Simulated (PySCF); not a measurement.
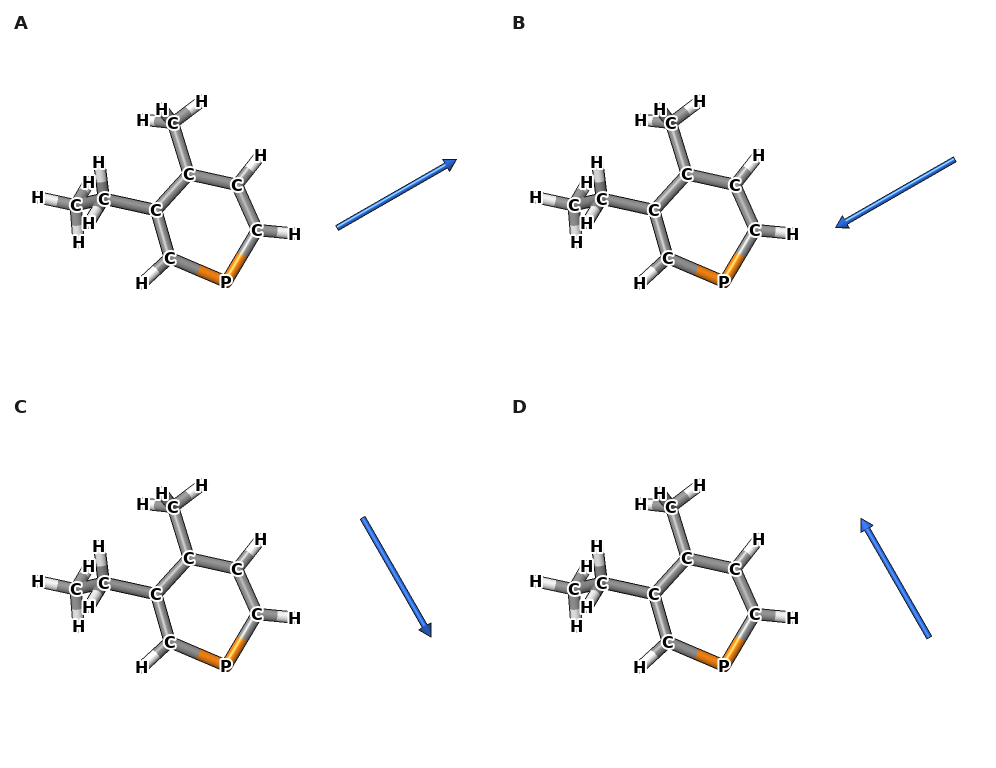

The same molecule four times, each with an arrow. The geometry was computed by an optimisation with GFN2-xTB. No frequency run is at hand to confirm it as a minimum. Level of theory: PBE0/pcSseg-1, gas phase (PySCF 2.14.0).

**Which arrow points along the dipole moment, from the negative to the positive end?**

D. The dipole moment is 2.47 D.

The geometry is semi-empirical. Around P such bond lengths and angles can be off by a tenth of an ångström or more and by several degrees, and values that hang on the shape move with them.
